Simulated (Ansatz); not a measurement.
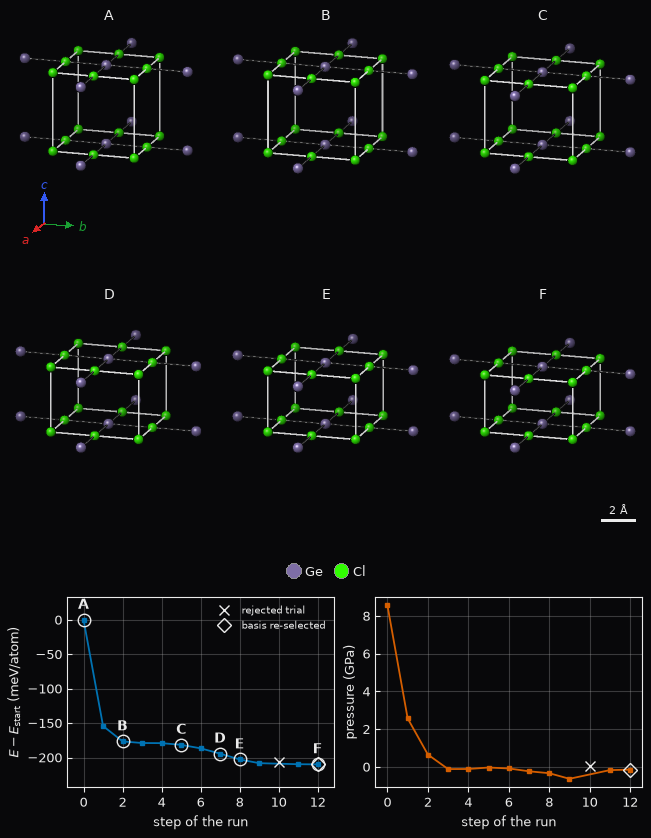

Frames of a relaxation of crystalline GeCl$_{3}$ (a generated structure, set up in P4/mmm) (coarse preliminary run), marked on the history of the run. The picture is a ball-and-stick view of the cell of the calculation, seen slightly off an axis.

Level of theory: Ansatz, DFT PBE, scalar-relativistic, plane waves, PAW.

Input file:
```yaml
crystal:
  lattice:
    - [5.04014739, 0.0, 0.0]
    - [0.0, 5.04014739, 0.0]
    - [0.0, 0.0, 4.82899669]
  atoms:
    - { symbol: Ge, position: [0.5, 0.5, 0.0] }
    - { symbol: Cl, position: [0.0, 0.5, 0.0] }
    - { symbol: Cl, position: [0.5, 0.0, 0.0] }
    - { symbol: Cl, position: [0.0, 0.0, 0.0] }
basis:
  ecutwfc: 420
kpoints:
  mp_grid: { grid: [4, 4, 4] }
hamiltonian:
  xc: pbe
scf:
  occupations: { method: gaussian, width: 0.1 }
  lower_state_search: "off"
output:
  forces: true
  stress: true
  eigenvalues: true
relax:
  adjacent_minimum: "off"
  f_tol: 0.04
  max_steps: 70
  cell: { stress_tol: 0.4 }
```

Run as
```bash
ansatz run input.yaml --threads 1 --pin off --max-ram 2560MiB --backend cpu --events-out ev --progress --plain --runs-dir out
```

What happens along the run?

Answer. No atom moves by more than 0.005 Å relative to the cell. Cell: a = b 5.040 → 5.442 Å (+8.0 %), c 4.829 → 3.508 Å (−27.4 %). Volume −15.3 %. Near-neighbour distances that change, for instance: Ge1–Cl2 2.520 → 2.721 Å. The space group stays P4/mmm (No. 123). Over 10 accepted moves (12 points after the start) the energy falls by 210 meV per atom. All forces vanish by symmetry, so only the cell relaxes. The pressure goes from 8.56 to −0.15 GPa. The line search rejected the trial step at point 10 of the run. The SCF was repeated once at an unchanged geometry on a basis and grid sized afresh for the cell, which shifted the energy by 0.2 meV per atom at most. Cost: 38 s on 1 thread of Arm Neoverse V2 (shared host), peak memory 0.37 GiB. From step 0 to 2: volume +13.7 %, energy −177 meV per atom. From step 2 to 5: volume −5.3 %, energy −5.0 meV per atom. From step 5 to 7: volume −10.6 %, energy −12.8 meV per atom. From step 7 to 8: volume −5.8 %, energy −8.5 meV per atom. From step 8 to 12: volume −6.6 %, energy −7.1 meV per atom.

```csv
step,"E − E(0), meV/atom","pressure, GPa","volume, Å³/atom",note
0,0.00,8.56,30.668,
1,-154.22,2.57,33.610,
2,-176.55,0.65,34.883,
3,-178.89,-0.11,35.104,
4,-179.07,-0.11,34.906,
5,-181.56,-0.03,33.022,
6,-186.62,-0.08,31.226,
7,-194.32,-0.23,29.516,
8,-202.78,-0.33,27.807,
9,-208.17,-0.63,26.655,
10,-205.90,0.03,24.886,rejected
11,-209.70,-0.17,25.973,
12,-209.88,-0.15,25.973,"same geometry, new basis"
```

Limits of the set-up: an odd number of electrons was run without spin polarisation, which fails if the electron would localise.
